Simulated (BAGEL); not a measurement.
# CH4Cl2Si (methyldichlorosilane): HF/3-21G (density fitting with qzvpp-jkfit)

What is the energy change on altering one bond length of CH4Cl2Si (methyldichlorosilane) at HF/3-21G (density fitting with qzvpp-jkfit)? 

The calculation is run with BAGEL 1.2.2.

6 further runs of the same task are left out: 5 that didn't finish, 1 set aside as unsound or not needed. Runs told in other sessions of the task aren't counted.

## (1) The molecule

The species is CH4Cl2Si (8 atoms), meant as a singlet with charge 0. SMILES: `C[SiH](Cl)Cl`. Geometry: relaxed at PBE0-D4/def2-TZVP.

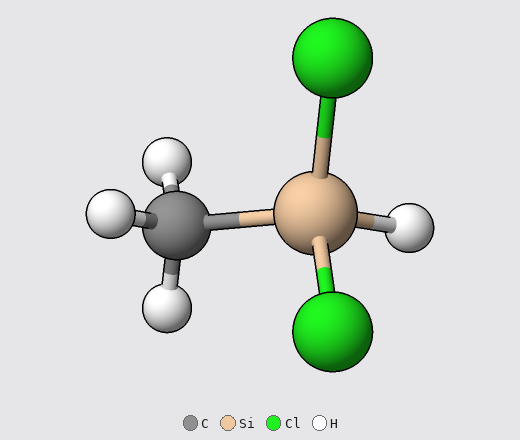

Viewed from a chosen angle; carbon grey, silicon light orange, chlorine green, hydrogen white.

## (2) A single-point energy at HF/3-21G (density fitting with qzvpp-jkfit)

Input file hf.json:

```json
{ "bagel": [

{
  "title": "molecule",
  "basis": "3-21g",
  "df_basis": "qzvpp-jkfit",
  "angstrom": "true",
  "geometry": [
    { "atom": "C", "xyz": [      -0.168200,       1.000100,      -0.143000 ] },
    { "atom": "Si", "xyz": [       0.058100,      -0.802700,       0.188900 ] },
    { "atom": "Cl", "xyz": [       1.964700,      -1.153600,       0.852700 ] },
    { "atom": "Cl", "xyz": [      -0.248000,      -1.870300,      -1.533000 ] },
    { "atom": "H", "xyz": [      -1.182600,       1.191400,      -0.501000 ] },
    { "atom": "H", "xyz": [      -0.003400,       1.573900,       0.772100 ] },
    { "atom": "H", "xyz": [       0.539900,       1.340100,      -0.901100 ] },
    { "atom": "H", "xyz": [      -0.868500,      -1.335900,       1.208600 ] }
  ]
},

{
  "title": "hf"
},

{
  "title": "print",
  "file": "orbitals.molden",
  "orbitals": "true"
}

]}
```

Started as:

```console
$ BAGEL_NUM_THREADS=1 BAGEL hf.json > hf.out
```

Log:

```text
* using 1 threads per process

  ===============================================================
  ===============================================================

  *** Geometry ***

  { "atom" : "C", "xyz" : [     -0.317852,      1.889915,     -0.270231 ] },
  { "atom" : "Si", "xyz" : [      0.109793,     -1.516883,      0.356969 ] },
  { "atom" : "Cl", "xyz" : [      3.712745,     -2.179988,      1.611369 ] },
  { "atom" : "Cl", "xyz" : [     -0.468652,     -3.534355,     -2.896950 ] },
  { "atom" : "H", "xyz" : [     -2.234790,      2.251420,     -0.946753 ] },
  { "atom" : "H", "xyz" : [     -0.006425,      2.974240,      1.459058 ] },
  { "atom" : "H", "xyz" : [      1.020263,      2.532422,     -1.702832 ] },
  { "atom" : "H", "xyz" : [     -1.641227,     -2.524485,      2.283923 ] },

  Number of auxiliary basis functions:      531

  Since a DF basis is specified, we compute 2- and 3-index integrals:
    o Being stored without compression. Storage requirement is 0.013 GB

  Number of basis functions:       56
  Number of electrons      :       58

    * METHOD: MOLECULE                             0.19

  *** RHF ***

  === Nuclear Repulsion ===
   273.3797599110

      * DIIS with orbital gradients will be used.

  === RHF iteration (3-21g) ===
      0      -1241.98460816          0.01287372           0.05
      1      -1242.05545379          0.00405478           0.05
      2      -1242.06272948          0.00079216           0.05
      3      -1242.06306952          0.00009198           0.05
      4      -1242.06307618          0.00002852           0.05
      5      -1242.06307710          0.00000793           0.05
      6      -1242.06307716          0.00000158           0.05
      7      -1242.06307716          0.00000040           0.05
      8      -1242.06307716          0.00000008           0.05
      9      -1242.06307716          0.00000003           0.05
     10      -1242.06307716          0.00000001           0.05
    * SCF iteration converged.

    * Permanent dipole moment:
           (    0.803419,    -1.050119,    -0.429343) a.u.

    * METHOD: HF                                   0.67

    * METHOD: PRINT                                0.01

  ===============================================================
```

Wall time 0.99 s (1 thread of Arm Neoverse V2, shared host).

## (3) The distorted shape, same level

Input file input.json:

```json
{ "bagel": [

{
  "title": "molecule",
  "basis": "3-21g",
  "df_basis": "qzvpp-jkfit",
  "angstrom": true,
  "geometry": [
    { "atom": "C", "xyz": [      -0.281348,       1.901481,      -0.308946 ] },
    { "atom": "Si", "xyz": [       0.058100,      -0.802700,       0.188900 ] },
    { "atom": "Cl", "xyz": [       1.964700,      -1.153600,       0.852700 ] },
    { "atom": "Cl", "xyz": [      -0.248000,      -1.870300,      -1.533000 ] },
    { "atom": "H", "xyz": [      -1.295748,       2.092781,      -0.666946 ] },
    { "atom": "H", "xyz": [      -0.116548,       2.475281,       0.606154 ] },
    { "atom": "H", "xyz": [       0.426752,       2.241481,      -1.067046 ] },
    { "atom": "H", "xyz": [      -0.868500,      -1.335900,       1.208600 ] }
  ]
},

{
  "title": "hf"
},

{
  "title": "print",
  "file": "orbitals.molden",
  "orbitals": true
}

]}
```

Started as:

```console
$ BAGEL_NUM_THREADS=1 BAGEL input.json > input.out
```

Log:

```text
* using 1 threads per process

  ===============================================================
  ===============================================================

  *** Geometry ***

  { "atom" : "C", "xyz" : [     -0.531671,      3.593278,     -0.583823 ] },
  { "atom" : "Si", "xyz" : [      0.109793,     -1.516883,      0.356969 ] },
  { "atom" : "Cl", "xyz" : [      3.712745,     -2.179988,      1.611369 ] },
  { "atom" : "Cl", "xyz" : [     -0.468652,     -3.534355,     -2.896950 ] },
  { "atom" : "H", "xyz" : [     -2.448609,      3.954783,     -1.260345 ] },
  { "atom" : "H", "xyz" : [     -0.220244,      4.677603,      1.145465 ] },
  { "atom" : "H", "xyz" : [      0.806444,      4.235785,     -2.016425 ] },
  { "atom" : "H", "xyz" : [     -1.641227,     -2.524485,      2.283923 ] },

  Number of auxiliary basis functions:      531

  Since a DF basis is specified, we compute 2- and 3-index integrals:
    o Being stored without compression. Storage requirement is 0.013 GB

  Number of basis functions:       56
  Number of electrons      :       58

    * METHOD: MOLECULE                             0.18

  *** RHF ***

  === Nuclear Repulsion ===
   253.2886531822

      * DIIS with orbital gradients will be used.

  === RHF iteration (3-21g) ===
      0      -1241.82280719          0.01690774           0.05
      1      -1241.92424944          0.00974539           0.05
      2      -1241.95514264          0.00134641           0.05
      3      -1241.95659969          0.00048438           0.05
      4      -1241.95674599          0.00013727           0.05
      5      -1241.95676635          0.00003013           0.05
      6      -1241.95676705          0.00000609           0.05
      7      -1241.95676709          0.00000199           0.05
      8      -1241.95676710          0.00000039           0.05
      9      -1241.95676710          0.00000013           0.05
     10      -1241.95676710          0.00000003           0.05
     11      -1241.95676710          0.00000001           0.05
     12      -1241.95676710          0.00000000           0.05
    * SCF iteration converged.

    * Permanent dipole moment:
           (    0.799804,    -1.092971,    -0.413047) a.u.

    * METHOD: HF                                   0.74

    * METHOD: PRINT                                0.01

  ===============================================================
```

Run time: 1.1 s. Hardware: 1 thread of Arm Neoverse V2, shared host.

## (4) What came out

At HF/3-21G (density fitting with qzvpp-jkfit):

| quantity | value |
| --- | --- |
| first shape: total energy | -1242.06308 Eh |
| first shape: dipole moment | 3.53 D |
| first shape: HOMO energy | -12.35 eV |
| first shape: LUMO energy | 3.77 eV |
| first shape: HOMO–LUMO gap | 16.12 eV |
| distorted shape: total energy | -1241.95677 Eh |
| distorted shape: dipole moment | 3.60 D |
| distorted shape: HOMO energy | -9.91 eV |
| distorted shape: LUMO energy | 1.26 eV |
| distorted shape: HOMO–LUMO gap | 11.17 eV |
| energy change with the C1–Si2 bond stretched from 1.847 to 2.771 Å | 2.893 eV |

What this shows: With the C1–Si2 bond stretched from 1.847 to 2.771 Å the energy rises by 2.89 eV (67 kcal/mol). The first shape isn't relaxed at this level, so the change isn't measured from a minimum.
